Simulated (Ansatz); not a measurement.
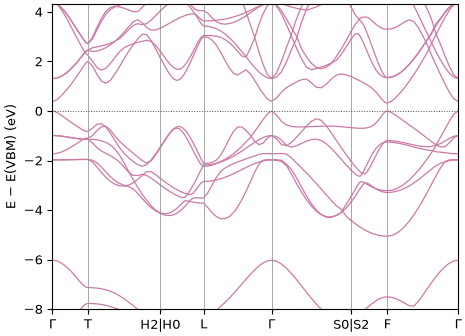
Fig. 1. Band structure from the program Ansatz at the LDA level (PAW)

Question: Read off the gap and where the band edges lie.

Answer: About 0.3 eV (0.32 eV by a search for the band edges); maximum at F, minimum at F.

The material is TePb2Se in space group R-3m (No. 166; Te on 3b, Pb on 6c, Se on 3a).

The workflow started from a Materials Project entry (that database holds measured and hypothetical structures alike); the Crystallography Open Database copy checked does not list it. With Te and Se taken as one species the cell has the higher symmetry Fm-3m, so it may be an ordered model of a mixed-site phase. Whether it is the stable phase at ambient conditions was not checked. Symmetry was held in the LDA relaxation; of distortions, only those at the zone centre were tested. Scalar-relativistic: spin–orbit coupling is off unless named, which matters more the heavier the elements.

Potentials: the later of the program's two PAW sets.
